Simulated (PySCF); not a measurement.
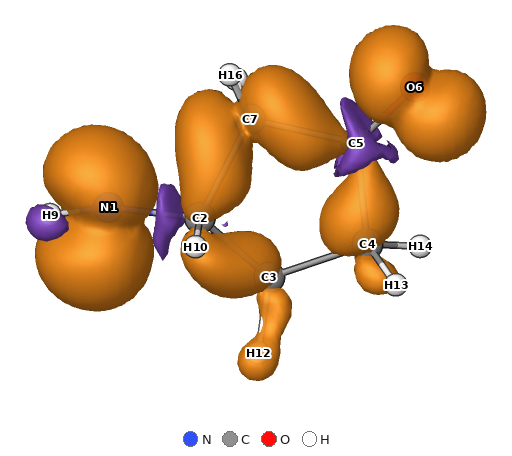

Figure 1: C5H9NO (SMILES [NH2+][C@H]1CCC(=O)C1) (charge +1, doublet). Isosurfaces of the spin density (α minus β) at +0.015 (orange) and −0.015 e/Å³ (purple), seen at a tilt.

Geometry: GFN2-xTB.

The calculation used PySCF, UKS B3LYP, pcH-1 on C H N O, non-relativistic, mean-field spin-orbit, GIAO.

```xyz
16

N     2.0558   -0.1697   -0.1531
C     0.6867    0.0320   -0.3521
C    -0.2211   -1.1561    0.0553
C    -1.5745   -0.5321    0.3261
C    -1.3111    0.8943    0.7508
O    -2.0653    1.7162    1.1444
C     0.1868    1.1579    0.5948
H     2.3953   -0.5190    0.7304
H     2.7387    0.0913   -0.8452
H     0.5053    0.3184   -1.3911
H     0.1766   -1.6369    0.9499
H    -0.2518   -1.8916   -0.7477
H    -2.1971   -0.4809   -0.5722
H    -2.1522   -1.0392    1.1005
H     0.6225    1.0568    1.5944
H     0.3977    2.1676    0.2397
```

### Describe the spin distribution.

The unpaired spin (1 electron) lies mostly on N1 (about 0.4), O6 (about 0.2) and C7 (about 0.1), in electrons by Hirshfeld's partition.
